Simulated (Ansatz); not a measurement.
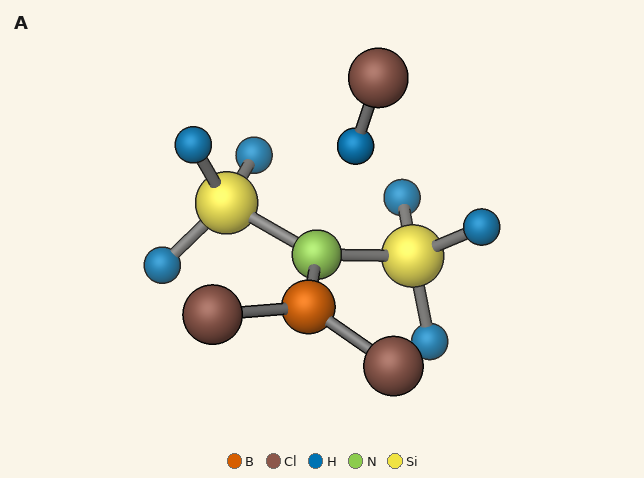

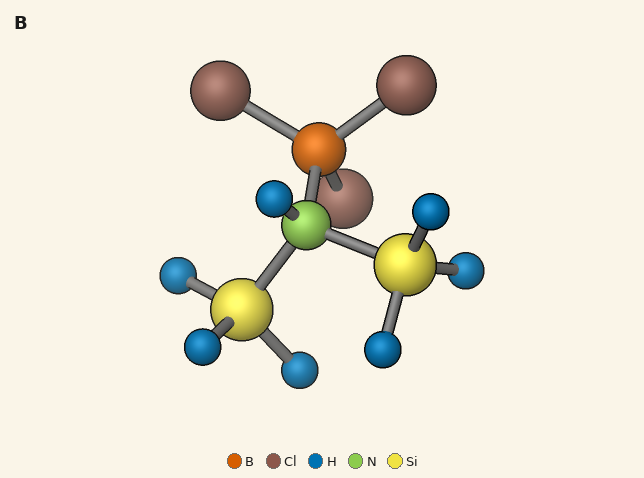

2 stationary structures of one formula. Geometries: PBE0-D4/def2-TZVP. Electronic energies: CCSD(T)/CBS (MP2 limit from def2-TZVPP and def2-QZVPP plus CCSD(T) − MP2) (Ansatz 0.2.0), without zero-point energy. Each is one conformer, not always the lowest.

Which structure is the most stable?

Answer. B is lowest (a minimum); A lies 0.310 eV above it (a minimum).
